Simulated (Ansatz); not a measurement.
**ClF2HHfO···H2O: density, localisation and related maps**

```csv
atom,x (Å),y (Å),z (Å)
Hf,0.4662,-0.3828,-0.3395
O,-0.4475,-0.2010,2.7785
H,-1.1499,-0.7922,3.0707
F,1.3232,-0.4595,-2.0301
F,0.0252,1.4614,-0.1627
O,-1.0758,-1.4811,-0.5055
H,-1.8252,-2.0332,-0.7312
Cl,2.1518,-1.3189,1.2279
H,0.3824,-0.6887,2.9824
```

Core potentials replace the inner electrons of Hf; not at a stationary point (largest force 1.3 eV/Å).

All numbers below come from Ansatz, RKS PBE0/def2-SVP.

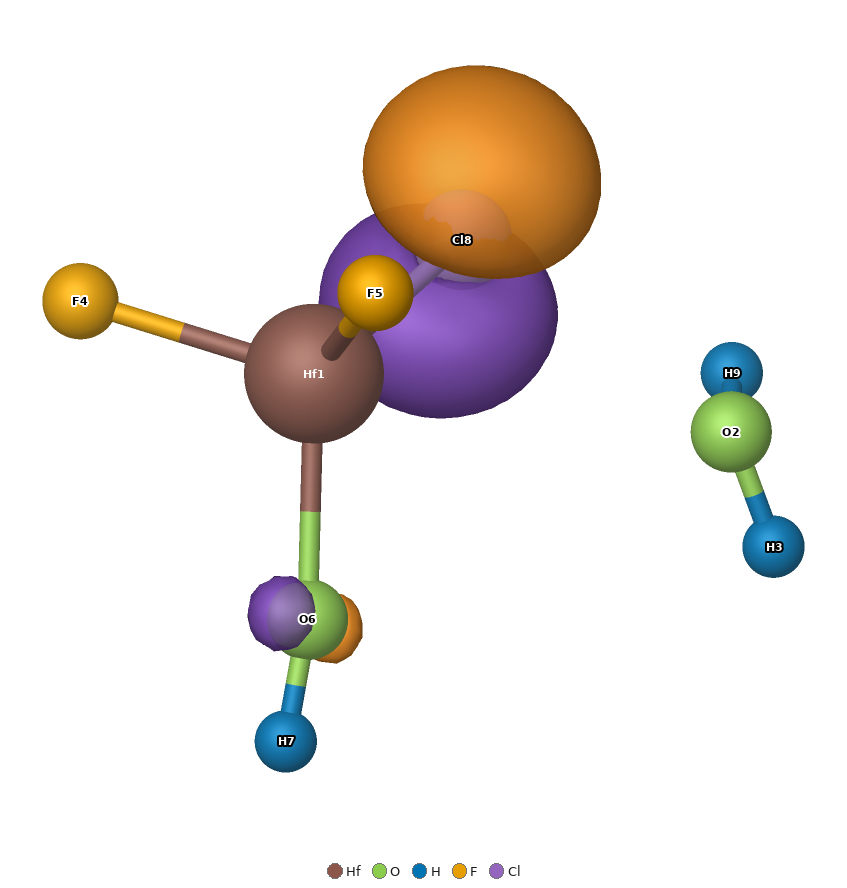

Figure 1. The HOMO−1 at ±0.2 Å⁻³ᐟ² (orange and purple are the two phases), seen at a tilt.

Q: Describe this orbital and give its energy.

A: By Hirshfeld shares it lies mainly on Cl8 (about 90 %); largely a lone pair of Cl8. Its energy is −9.03 eV.

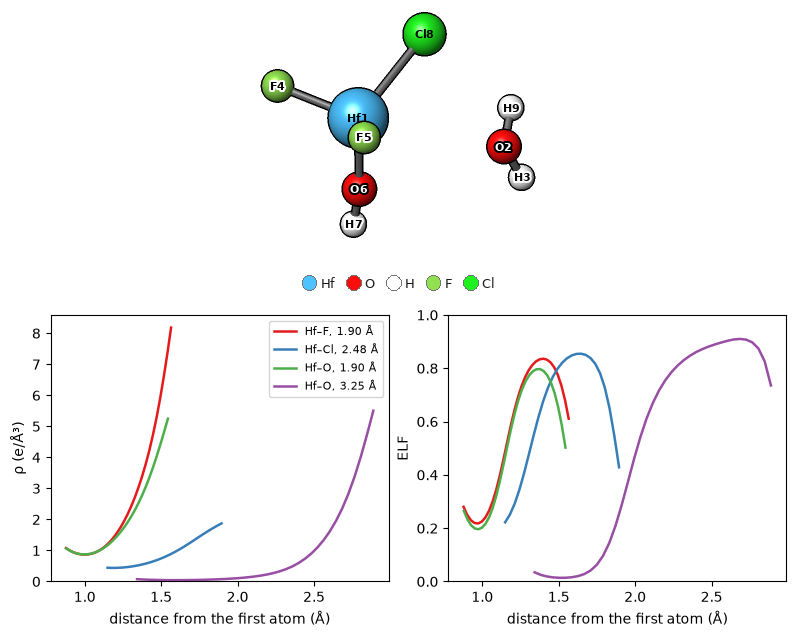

Figure 2. Electron density and electron localisation function along straight lines between neighbouring atoms. The curves leave out the atomic cores. The structure is drawn too.

Q: What can be read from the curves?

A: Hf–F (1.90 Å): ρ is about 0.9 e/Å³ halfway; the ELF peaks at about 0.85 in the valence shell of F, 0.5 Å from its nucleus, and drops to about 0.20 between the two atoms.
Hf–Cl (2.48 Å): the density is about 0.45 e/Å³ at the midpoint; the ELF peaks at about 0.85 in the valence shell of Cl, 0.8 Å from its nucleus, and is about 0.35 at the midpoint.
Hf–O (1.90 Å): the density is about 0.9 e/Å³ at the midpoint; the ELF peaks at about 0.80 in the valence shell of O, 0.5 Å from its nucleus, and drops to about 0.20 between the two atoms.
Hf1···O2 (3.25 Å): the density falls to about 0.04 e/Å³ on the way; the ELF dips to about 0 between them.

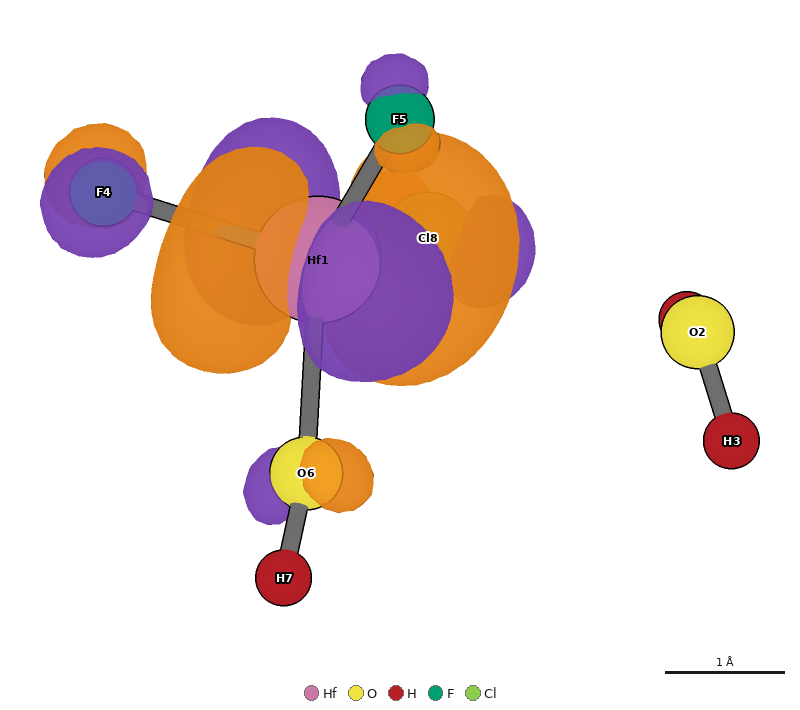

Figure 3. The LUMO at ±0.15 Å⁻³ᐟ² (orange and purple are the two phases), seen at a tilt.

Q: Where does this orbital lie, and at what energy?

A: Its weight (Hirshfeld) is mainly on Hf1 (about 75 %), Cl8 (about 10 %) and F4 (about 10 %). Its energy is −0.67 eV.
